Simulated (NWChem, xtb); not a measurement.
**A ladder of methods for GeHBr (SMILES [GeH][Br])**

GeHBr: 3 atoms, total charge 0, spin state singlet. As SMILES, `[GeH][Br]`. Geometry: relaxed at PBE0-D4/def2-TZVP.

```
atom    x (Å)    y (Å)    z (Å)
  Ge   0.3594  -0.8599   0.0940
  Br   0.6736   1.4172   0.5259
   H  -1.0440  -0.6222  -0.6332
```

Quantity: the vertical ionisation energy (to the doublet cation), in eV. The values are calculated.

| level | kind | program | value (eV) | CPU time (all runs) |
| --- | --- | --- | --- | --- |
| GFN2-xTB | semi-empirical | xtb | 14.69 | under 2 s |
| GFN1-xTB | semi-empirical | xtb | 13.90 | under 2 s |
| SVWN5/def2-SVP | LDA | NWChem | 9.27 | 18 s |
| SVWN5/def2-TZVP | LDA | NWChem | 9.32 | 72 s |
| SVWN5/def2-TZVPP | LDA | NWChem | 9.32 | 77 s |
| r2SCAN/def2-SVPD | meta-GGA | NWChem | 9.29 | 37 s |
| r2SCAN/def2-TZVP | meta-GGA | NWChem | 9.27 | 86 s |
| r2SCAN/def2-TZVPD | meta-GGA | NWChem | 9.27 | 1.9 min |
| r2SCAN/def2-SVP | meta-GGA | NWChem | 9.28 | 23 s |

All-electron rows without a relativistic Hamiltonian named are non-relativistic. Spin-orbit coupling, which can split open shells on such heavy atoms by tenths of an eV, is left out. The values span 9.27 to 14.69 eV. The xTB values lack the empirical shift that such differences need. CPU times are rough (shared hosts, several kinds of processor): they show what a rung costs within a factor of a few.

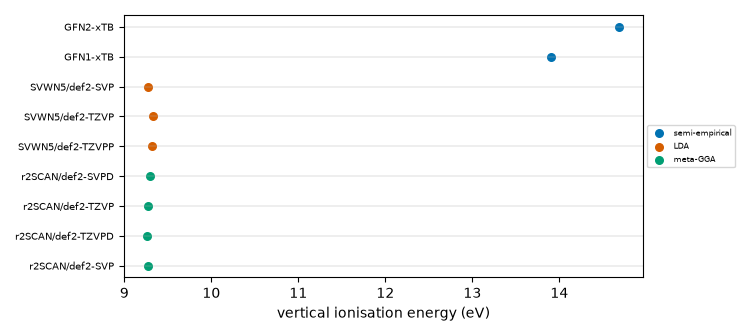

The values of the table, level by level.
